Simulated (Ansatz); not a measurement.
Molecular dynamics of Si2NH9 (part 4 of 4)

Si2NH9; RKS B3LYP-D4/6-31G* (Ansatz 0.2.0). It belongs to a series of runs on one base structure; here: dynamics from the highest image of the converged band.

Geometry of the input (Å):
```
Si -0.3590  0.0976  -0.0786
H  0.1033  -1.1378  1.2929
H  0.7482  0.9384  0.4346
H  -1.1042  1.0596  -0.9805
H  -0.0471  -1.0123  -1.0119
N  -1.8471  -0.1154  1.1193
H  -2.6062  -0.6368  0.6722
Si -2.4056  1.2501  2.1387
H  -3.5514  0.7896  2.9604
H  -1.2519  1.6085  2.9937
H  -2.8125  2.4066  1.3059
H  -1.0060  -0.8480  1.5607
```

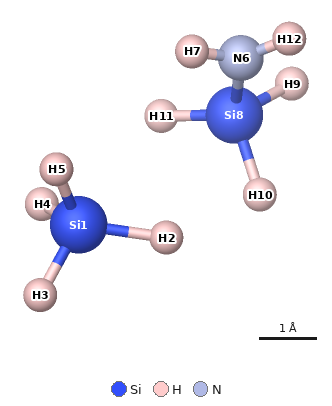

Fig. 1: The geometry at step 151 of the log (ball-and-stick view, seen at a tilt; atoms are numbered from 1 in the order of the input).

## Trajectory as extended XYZ, continued
```
12
Properties=species:S:1:pos:R:3:forces:R:3 step=97 time_fs=48.5 energy=-17391.82228 temperature=1230.5
Si   -0.0600    0.1434   -0.2787    1.0957   0.5449  -0.0227
H     0.2984   -0.6241    0.9345   -0.2788   0.0378   0.0459
H     1.1705    1.0367   -0.3792   -0.4132  -0.2071  -0.3994
H    -1.2407    1.0952   -0.3376    0.5516  -0.5394  -0.0488
H    -0.0893   -0.8445   -1.4059   -0.1494   0.2457   0.0282
N    -2.2803   -0.3580    1.4880   -0.7598   0.2130   0.4091
H    -2.6694   -0.3501    0.5436   -0.1321  -0.3409   0.3134
Si   -2.4480    1.2742    2.1838   -0.3794  -0.0964   0.1625
H    -3.6293    1.5148    3.0868    0.2028  -0.3094  -0.0322
H    -1.2398    1.7469    2.9198    0.0032  -0.2600  -0.0421
H    -2.6727    2.2192    1.0623    0.0543  -0.0876  -0.0864
H    -2.5883   -1.2050    1.9962    0.2051   0.7993  -0.3276
12
Properties=species:S:1:pos:R:3:forces:R:3 step=103 time_fs=51.5 energy=-17391.85817 temperature=1259.2
Si   -0.0209    0.1571   -0.3094    1.3167   0.7943  -1.4817
H     0.1913   -0.5159    0.8987    0.1279  -0.8079   1.5448
H     1.2802    0.9924   -0.4262   -0.8016  -0.4165  -0.3928
H    -1.1729    1.0834   -0.3348    0.0820  -0.0452  -0.1814
H    -0.1276   -0.9144   -1.3778   -0.0167   0.5114   0.1576
N    -2.3503   -0.3655    1.5286    0.0140   1.3699   0.1417
H    -2.6609   -0.4578    0.5673   -0.2377  -0.1616   0.2363
Si   -2.4531    1.2664    2.1941   -0.2924   0.2307  -0.6952
H    -3.6149    1.5545    3.0913    0.0760  -0.2610   0.0679
H    -1.2270    1.7405    2.8919    0.0445  -0.2486   0.0485
H    -2.6390    2.1504    1.0011    0.0068  -0.0292   0.2189
H    -2.6621   -1.1034    2.1149   -0.3194  -0.9361   0.3354
12
Properties=species:S:1:pos:R:3:forces:R:3 step=108 time_fs=54.0 energy=-17391.95456 temperature=1332.8
Si    0.0147    0.1700   -0.3379    1.4056  -0.4820  -0.3281
H     0.1074   -0.4698    0.9538    0.1632  -0.2862   0.5861
H     1.3225    0.9301   -0.4911   -0.4994  -0.2225  -0.3343
H    -1.1097    1.0692   -0.3438   -0.5120   0.5586  -0.2906
H    -0.1612   -0.9413   -1.3453    0.0753   0.4368   0.0556
N    -2.4091   -0.3663    1.5637   -0.2630   0.1993   1.0549
H    -2.6687   -0.5586    0.6033   -0.2230   0.0268   0.2518
Si   -2.4581    1.2604    2.2011   -0.1178   0.3713  -1.2115
H    -3.5976    1.5705    3.0992   -0.0820  -0.1630   0.1808
H    -1.2136    1.7188    2.8714    0.0676  -0.2087   0.1147
H    -2.6104    2.0914    0.9627   -0.0490   0.1251   0.3434
H    -2.7381   -1.0623    2.2251    0.0346  -0.3556  -0.4226
12
Properties=species:S:1:pos:R:3:forces:R:3 step=114 time_fs=57.0 energy=-17391.91355 temperature=1301.7
Si    0.0609    0.1841   -0.3725   -0.1187  -1.3627   1.7393
H     0.0218   -0.4327    1.0551    0.3979   0.4680  -1.1262
H     1.3411    0.8415   -0.5954    0.4531   0.2855  -0.3020
H    -1.0699    1.0934   -0.3776   -0.2802   0.5320  -0.3539
H    -0.1959   -0.9420   -1.3040    0.0880   0.0533  -0.2285
N    -2.4813   -0.3667    1.6119   -0.6619  -1.0933   1.4999
H    -2.6944   -0.6756    0.6674   -0.0722   0.3534   0.3056
Si   -2.4643    1.2543    2.2062    0.0439   0.4223  -1.1728
H    -3.5827    1.5772    3.1225   -0.0996  -0.0553   0.1732
H    -1.1928    1.6765    2.8558    0.0043  -0.1545   0.1280
H    -2.5803    2.0320    0.9425   -0.1215   0.3745   0.2559
H    -2.8248   -1.0385    2.3219    0.3667   0.1768  -0.9185
12
Properties=species:S:1:pos:R:3:forces:R:3 step=119 time_fs=59.5 energy=-17391.88395 temperature=1279.0
Si    0.0994    0.1929   -0.3977   -1.3859  -0.8174   2.1166
H    -0.0244   -0.3759    1.0763    0.6107   0.5423  -1.4319
H     1.3799    0.7829   -0.7019    0.7126   0.3870  -0.2126
H    -1.0545    1.1474   -0.4286    0.4373   0.0372  -0.3491
H    -0.2192   -0.9371   -1.2830    0.0569  -0.1916  -0.3521
N    -2.5444   -0.3714    1.6587   -0.2530  -0.6403   0.4939
H    -2.7213   -0.7517    0.7388    0.0305   0.5127  -0.0649
Si   -2.4695    1.2501    2.2078    0.0742   0.4282  -0.7141
H    -3.5763    1.5786    3.1527    0.0477  -0.0045   0.0242
H    -1.1751    1.6309    2.8509   -0.0926  -0.0992   0.0890
H    -2.5628    2.0058    0.9426   -0.1608   0.5028   0.1001
H    -2.8771   -1.0141    2.3506   -0.0775  -0.6572   0.3008
12
Properties=species:S:1:pos:R:3:forces:R:3 step=124 time_fs=62.0 energy=-17391.98404 temperature=1355.9
Si    0.1351    0.2000   -0.4187   -1.2485   0.0514   0.8867
H    -0.0348   -0.2885    1.0167    0.6687   0.2259  -0.6774
H     1.4561    0.7451   -0.8199   -0.0136   0.0452   0.1283
H    -1.0149    1.2046   -0.5003    0.8023  -0.2638  -0.2947
H    -0.2388   -0.9420   -1.2817    0.0932  -0.1109  -0.2101
N    -2.6086   -0.3790    1.7078   -0.1274  -0.6372   0.2383
H    -2.7467   -0.7982    0.8060    0.0774   0.4649  -0.4612
Si   -2.4745    1.2469    2.2078    0.0302   0.3901  -0.2116
H    -3.5670    1.5798    3.1845    0.1836   0.0515  -0.1262
H    -1.1627    1.5795    2.8513   -0.1428  -0.0239   0.0357
H    -2.5548    2.0088    0.9491   -0.1604   0.4487   0.0348
H    -2.9322   -1.0246    2.3929   -0.1627  -0.6419   0.6574
12
Properties=species:S:1:pos:R:3:forces:R:3 step=130 time_fs=65.0 energy=-17392.00918 temperature=1375.7
Si    0.1748    0.2087   -0.4421   -0.2708   0.6405  -2.0315
H     0.0033   -0.1704    0.9077    0.4490  -0.4423   1.4743
H     1.5432    0.7021   -0.9490   -0.7603  -0.2636   0.5543
H    -0.9078    1.2548   -0.6090    0.5559  -0.1482  -0.1999
H    -0.2540   -0.9544   -1.2944    0.1918   0.1630   0.1162
N    -2.6868   -0.3927    1.7688   -0.5542  -1.6582   0.6663
H    -2.7709   -0.8173    0.8555    0.1043   0.4073  -0.1042
Si   -2.4804    1.2441    2.2072   -0.0211   0.2443   0.1420
H    -3.5422    1.5859    3.2130    0.1630   0.1606  -0.1496
H    -1.1583    1.5166    2.8544   -0.0803   0.0854  -0.0229
H    -2.5574    2.0456    0.9608   -0.1183   0.1580   0.1196
H    -3.0048   -1.0736    2.4799    0.3408   0.6533  -0.5647
12
Properties=species:S:1:pos:R:3:forces:R:3 step=135 time_fs=67.5 energy=-17392.07043 temperature=1422.9
Si    0.2070    0.2173   -0.4656    0.1983   0.1993  -2.4556
H     0.0661   -0.0957    0.8971    0.3413  -0.4295   1.6434
H     1.5714    0.6512   -1.0230   -0.6378  -0.2440   0.6172
H    -0.7821    1.2874   -0.7131    0.0115   0.2249  -0.1237
H    -0.2550   -0.9560   -1.2992    0.1848   0.2043   0.2748
N    -2.7542   -0.4110    1.8222   -0.1722  -0.6106  -0.3240
H    -2.7847   -0.8072    0.8879    0.0514   0.1915   0.2295
Si   -2.4854    1.2423    2.2070   -0.0370  -0.0656   0.2949
H    -3.5112    1.6012    3.2275    0.0133   0.2599  -0.0387
H    -1.1601    1.4692    2.8556    0.0287   0.1593  -0.0735
H    -2.5676    2.0877    0.9779   -0.0758  -0.1214   0.1696
H    -3.0479   -1.0836    2.5268    0.0935   0.2320  -0.2139
12
Properties=species:S:1:pos:R:3:forces:R:3 step=141 time_fs=70.5 energy=-17392.11372 temperature=1456.1
Si    0.2461    0.2280   -0.4998   -0.2209  -0.4307   0.0790
H     0.1687   -0.0349    0.9906    0.2702   0.0823  -0.6264
H     1.5628    0.5728   -1.0663    0.3690  -0.0133   0.2631
H    -0.6313    1.3444   -0.8470   -0.3533   0.3808   0.0376
H    -0.2430   -0.9442   -1.2845   -0.0029  -0.0590   0.2178
N    -2.8357   -0.4351    1.8839    0.4550   1.5445  -1.2771
H    -2.7978   -0.7839    0.9408   -0.0410  -0.3719  -0.0035
Si   -2.4915    1.2399    2.2077   -0.1214  -0.5604   0.6813
H    -3.4734    1.6401    3.2424   -0.1159   0.3089   0.0682
H    -1.1596    1.4249    2.8510    0.1104   0.1885  -0.1463
H    -2.5857    2.1283    1.0105   -0.0409  -0.3124   0.0267
H    -3.0963   -1.0876    2.5762   -0.3083  -0.7572   0.6797
12
Properties=species:S:1:pos:R:3:forces:R:3 step=146 time_fs=73.0 energy=-17391.97250 temperature=1347.5
Si    0.2781    0.2361   -0.5286   -0.7115   0.0121   1.2576
H     0.2716    0.0179    1.0413    0.0450   0.2309  -1.5831
H     1.5754    0.5051   -1.0836    1.1063   0.0920  -0.0769
H    -0.5257    1.4140   -0.9562   -0.1846  -0.0546   0.2917
H    -0.2327   -0.9373   -1.2579   -0.2117  -0.3165   0.0835
N    -2.9020   -0.4494    1.9301    0.1615   1.1297  -0.2944
H    -2.8109   -0.7857    0.9871   -0.0809  -0.6260   0.0004
Si   -2.4969    1.2367    2.2099   -0.2827  -0.8514   1.2171
H    -3.4484    1.6922    3.2582   -0.0537   0.2269   0.0046
H    -1.1526    1.4001    2.8377    0.0970   0.1609  -0.2059
H    -2.6036    2.1428    1.0394   -0.0301  -0.3261  -0.2225
H    -3.1515   -1.1274    2.6489    0.1456   0.3221  -0.4721
12
Properties=species:S:1:pos:R:3:forces:R:3 step=151 time_fs=75.5 energy=-17391.96649 temperature=1342.7
Si    0.3088    0.2442   -0.5551   -0.1401   0.6335   0.7646
H     0.3771    0.0836    1.0029   -0.1936   0.1832  -1.3565
H     1.6475    0.4417   -1.1033    0.6092  -0.0382  -0.0020
H    -0.4310    1.4802   -1.0482    0.0242  -0.5398   0.5020
H    -0.2342   -0.9477   -1.2256   -0.2739  -0.2682   0.0694
N    -2.9674   -0.4586    1.9746    0.1736   0.8758  -0.5290
H    -2.8289   -0.8226    1.0358   -0.1245  -0.4301   0.4176
Si   -2.5029    1.2317    2.2146   -0.4616  -0.9533   1.6012
H    -3.4262    1.7574    3.2740    0.0881   0.0522  -0.1363
H    -1.1400    1.3847    2.8123    0.0422   0.0975  -0.2416
H    -2.6234    2.1379    1.0554   -0.0295  -0.3157  -0.4106
H    -3.2000   -1.1523    2.6991    0.2859   0.7031  -0.6787
12
Properties=species:S:1:pos:R:3:forces:R:3 step=157 time_fs=78.5 energy=-17392.02411 temperature=1386.8
Si    0.3456    0.2557   -0.5853    1.0102   0.5277  -1.3748
H     0.4886    0.1758    0.8637   -0.2909   0.0302   0.4818
H     1.7733    0.3621   -1.1253   -0.5987  -0.1575   0.2174
H    -0.3166    1.5186   -1.1200   -0.0092  -0.5982   0.4700
H    -0.2560   -0.9776   -1.1802   -0.1060   0.1798   0.1940
N    -3.0446   -0.4639    2.0241    0.5747   1.8284  -1.7330
H    -2.8597   -0.8985    1.1238   -0.0558  -0.0775   0.2323
Si   -2.5114    1.2230    2.2247   -0.5768  -0.8554   1.4162
H    -3.3926    1.8388    3.2821    0.1602  -0.1453  -0.1979
H    -1.1218    1.3734    2.7630   -0.0072   0.0020  -0.2197
H    -2.6494    2.1063    1.0434   -0.0180  -0.3989  -0.3542
H    -3.2401   -1.1395    2.7222   -0.0824  -0.3354   0.8679
12
Properties=species:S:1:pos:R:3:forces:R:3 step=162 time_fs=81.0 energy=-17391.96649 temperature=1342.9
Si    0.3784    0.2664   -0.6132    1.4165  -0.2668  -2.5098
H     0.5634    0.2557    0.7718   -0.2007   0.0111   1.9685
H     1.8462    0.2864   -1.1312   -0.9905  -0.1229   0.1549
H    -0.2227    1.5135   -1.1498   -0.2725  -0.1011   0.1528
H    -0.2818   -0.9930   -1.1304    0.0424   0.4700   0.2270
N    -3.1065   -0.4605    2.0583    0.3244   1.0881  -0.7384
H    -2.8889   -0.9688    1.2125    0.0847   0.0937  -0.2271
Si   -2.5198    1.2137    2.2365   -0.4946  -0.7075   0.7604
H    -3.3548    1.8983    3.2767    0.0688  -0.2018  -0.0804
H    -1.1067    1.3646    2.7076   -0.0218  -0.0643  -0.1415
H    -2.6723    2.0541    1.0105    0.0016  -0.4741  -0.1282
H    -3.2749   -1.1379    2.7829    0.0416   0.2755   0.5618
12
Properties=species:S:1:pos:R:3:forces:R:3 step=168 time_fs=84.0 energy=-17392.08295 temperature=1432.4
Si    0.4217    0.2784   -0.6529    1.4217  -0.9473  -0.1243
H     0.6350    0.3528    0.7946   -0.3816   0.0041   0.4515
H     1.8608    0.1863   -1.1283   -0.5324  -0.0556  -0.1554
H    -0.1329    1.5037   -1.1763   -0.5419   0.5752  -0.2868
H    -0.3101   -0.9760   -1.0539    0.0304   0.4164   0.1031
N    -3.1790   -0.4511    2.0955    0.1587  -0.3066   0.4341
H    -2.9184   -1.0428    1.3057    0.0494   0.4964  -0.0197
Si   -2.5312    1.2006    2.2525   -0.2288  -0.6379  -0.1909
H    -3.3054    1.9546    3.2655   -0.1233  -0.1391   0.1527
H    -1.0906    1.3488    2.6307   -0.0541  -0.1191  -0.0049
H    -2.6996    1.9549    0.9619    0.0107  -0.4012   0.1167
H    -3.3124   -1.1081    2.8907    0.1913   1.1148  -0.4762
12
Properties=species:S:1:pos:R:3:forces:R:3 step=173 time_fs=86.5 energy=-17392.11133 temperature=1454.4
Si    0.4610    0.2864   -0.6867    0.5247  -0.2600   1.8719
H     0.6710    0.4336    0.8514   -0.4594  -0.1229  -1.0602
H     1.8382    0.0985   -1.1352    0.3962  -0.0844  -0.4931
H    -0.0909    1.5270   -1.2138   -0.3328   0.3269  -0.2854
H    -0.3323   -0.9351   -0.9831   -0.1252   0.1314  -0.0522
N    -3.2386   -0.4438    2.1279    0.3741   0.2673   0.0573
H    -2.9394   -1.0750    1.3799    0.0037   0.5412   0.0646
Si   -2.5413    1.1881    2.2656   -0.0907  -0.6221  -0.7770
H    -3.2712    1.9919    3.2647   -0.1852  -0.1062   0.2206
H    -1.0806    1.3280    2.5658   -0.0991  -0.1506   0.1222
H    -2.7218    1.8462    0.9277    0.0025  -0.1716   0.1791
H    -3.3328   -1.0194    2.9596   -0.0089   0.2509   0.1523
12
Properties=species:S:1:pos:R:3:forces:R:3 step=178 time_fs=89.0 energy=-17392.05285 temperature=1409.6
Si    0.5015    0.2940   -0.7168   -0.3666   0.7305   2.2810
H     0.6808    0.5072    0.8504   -0.2996  -0.2060  -1.4622
H     1.8366    0.0056   -1.1706    0.7856  -0.1140  -0.5996
H    -0.0676    1.5677   -1.2675    0.1015  -0.3608  -0.0795
H    -0.3615   -0.8859   -0.9152   -0.2143  -0.0578  -0.1590
N    -3.2967   -0.4352    2.1608    0.3542   1.1452   0.2270
H    -2.9593   -1.0777    1.4562    0.1139   0.0570  -0.1795
Si   -2.5516    1.1743    2.2771   -0.1195  -0.4893  -1.0512
H    -3.2473    2.0223    3.2761   -0.1051  -0.1784   0.0935
H    -1.0765    1.2983    2.5082   -0.1174  -0.1637   0.2428
H    -2.7438    1.7277    0.9035   -0.0029   0.1423   0.1173
H    -3.3532   -0.9151    3.0371   -0.1298  -0.5050   0.5693
12
Properties=species:S:1:pos:R:3:forces:R:3 step=184 time_fs=92.0 energy=-17392.05411 temperature=1410.0
Si    0.5491    0.3049   -0.7468   -0.3446   0.5781   0.9436
H     0.6712    0.5803    0.7424    0.0865  -0.1036  -0.5461
H     1.8860   -0.1123   -1.2559   -0.1442   0.1663  -0.1683
H    -0.0311    1.5881   -1.3383    0.3929  -0.7090  -0.0056
H    -0.4113   -0.8293   -0.8462    0.0076   0.0656  -0.2302
N    -3.3644   -0.4191    2.2027    0.3249   0.5948   1.7415
H    -2.9750   -1.0762    1.5364    0.0395  -0.1241   0.0461
Si   -2.5644    1.1564    2.2879   -0.2181  -0.2109  -1.1595
H    -3.2261    2.0442    3.2959    0.0256  -0.2707  -0.1203
H    -1.0803    1.2499    2.4586   -0.0755  -0.1505   0.3414
H    -2.7702    1.5980    0.8832    0.0197   0.4629   0.0373
H    -3.3870   -0.8225    3.1566   -0.1144  -0.2990  -0.8801
12
Properties=species:S:1:pos:R:3:forces:R:3 step=189 time_fs=94.5 energy=-17391.94349 temperature=1324.8
Si    0.5880    0.3152   -0.7696   -0.2728  -0.5093  -1.0253
H     0.6676    0.6353    0.6173    0.4451   0.2504   1.2369
H     1.9228   -0.2007   -1.3399   -0.8122   0.4507   0.2584
H     0.0230    1.5620   -1.3989    0.3284  -0.4001  -0.1880
H    -0.4529   -0.7783   -0.8036    0.2991   0.2097  -0.2749
N    -3.4191   -0.4027    2.2448    0.6187   0.0463   1.3204
H    -2.9860   -1.0810    1.6054   -0.2681   0.1790   0.3937
Si   -2.5755    1.1410    2.2942   -0.2336  -0.0225  -1.2699
H    -3.2076    2.0456    3.3058    0.0442  -0.2017  -0.1649
H    -1.0886    1.1997    2.4391   -0.0274  -0.1316   0.3619
H    -2.7909    1.5186    0.8696    0.0679   0.5954   0.0814
H    -3.4232   -0.7681    3.2115   -0.1893  -0.4664  -0.7297
12
Properties=species:S:1:pos:R:3:forces:R:3 step=195 time_fs=97.5 energy=-17391.92097 temperature=1307.6
Si    0.6339    0.3261   -0.7996   -0.4164  -1.2515  -1.0486
H     0.6983    0.7209    0.5603    0.6139   0.3311   1.4147
H     1.9068   -0.2722   -1.4206   -0.6858   0.4611   0.4348
H     0.1115    1.5042   -1.4888    0.0553   0.3174  -0.5281
H    -0.4794   -0.7018   -0.7739    0.4163   0.1438  -0.2587
N    -3.4814   -0.3823    2.3021    0.6428   0.1698   0.1162
H    -3.0189   -1.0759    1.7137   -0.2517  -0.0391  -0.0654
Si   -2.5895    1.1224    2.2981   -0.1247   0.0604  -1.3022
H    -3.1828    2.0332    3.3060   -0.0378   0.0567  -0.0398
H    -1.1010    1.1290    2.4438   -0.0266  -0.1117   0.3093
H    -2.8100    1.4698    0.8605    0.1238   0.5903   0.1875
H    -3.4823   -0.7422    3.2352   -0.3092  -0.7283   0.7801
12
Properties=species:S:1:pos:R:3:forces:R:3 step=200 time_fs=100.0 energy=-17392.03291 temperature=1393.4
Si    0.6710    0.3326   -0.8268   -0.8788  -0.2519   0.8016
H     0.7627    0.8115    0.5991    0.5040  -0.1845  -0.3613
H     1.8505   -0.3031   -1.4613    0.1352   0.0651   0.2031
H     0.1909    1.4719   -1.5956    0.0028   0.4622  -0.4636
H    -0.4756   -0.6290   -0.7659    0.2221  -0.0892  -0.1661
N    -3.5304   -0.3649    2.3514    0.4302  -0.4026   0.9197
H    -3.0628   -1.0734    1.8017   -0.1218  -0.3295  -0.5219
Si   -2.6015    1.1071    2.2984    0.0253   0.0998  -0.9669
H    -3.1642    2.0255    3.3030   -0.0857   0.2493   0.0502
H    -1.1132    1.0628    2.4681   -0.0718  -0.0855   0.2099
H    -2.8182    1.4676    0.8644    0.1336   0.4809   0.1867
H    -3.5509   -0.7629    3.2897   -0.2951  -0.0141   0.1085
```
